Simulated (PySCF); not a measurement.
```json
{"atom": "La", "x (Å)": "0.0000", "y (Å)": "0.0000", "z (Å)": "-0.3348"}
{"atom": "F", "x (Å)": "1.8685", "y (Å)": "0.0000", "z (Å)": "0.8103"}
{"atom": "F", "x (Å)": "-1.8685", "y (Å)": "0.0000", "z (Å)": "0.8103"}
```

Core potentials replace the inner electrons of La.

Method: PySCF 2.14.0, RKS PBE0, La lcecp-0-SVP with ECP47, F def2-SVP; non-relativistic Hamiltonian with scalar-relativistic core potentials where named; density fitting.

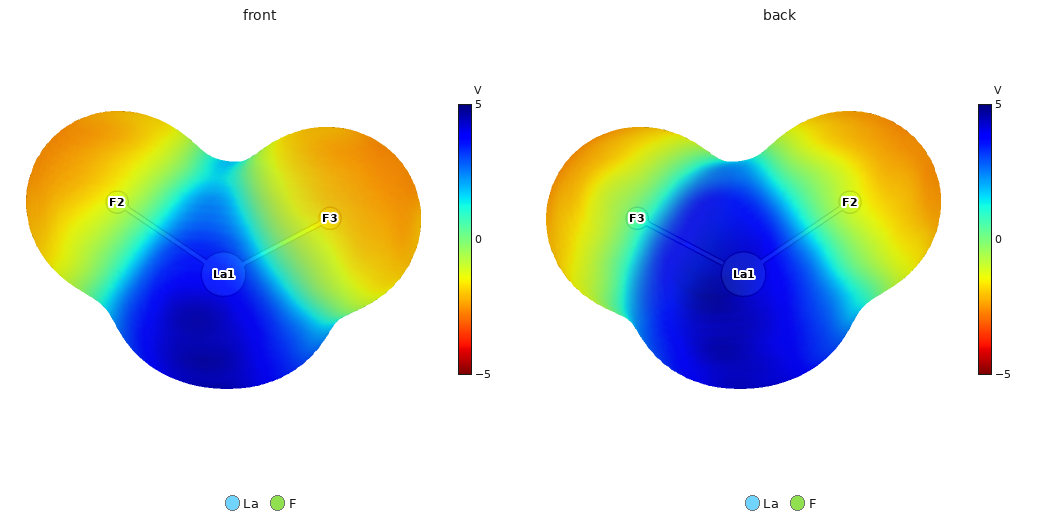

F2La. The molecular electrostatic potential painted on the density surface at 0.002 e/bohr³, seen from the front and from behind; red is negative and blue positive.

> Which sites attract a positive test charge, and which a negative one?

A positive charge is drawn to the negative regions and a negative charge to the positive ones. The most negative region (about −2.6 V) lies over F2 and F3, the most positive (about +4.7 V) over La1.
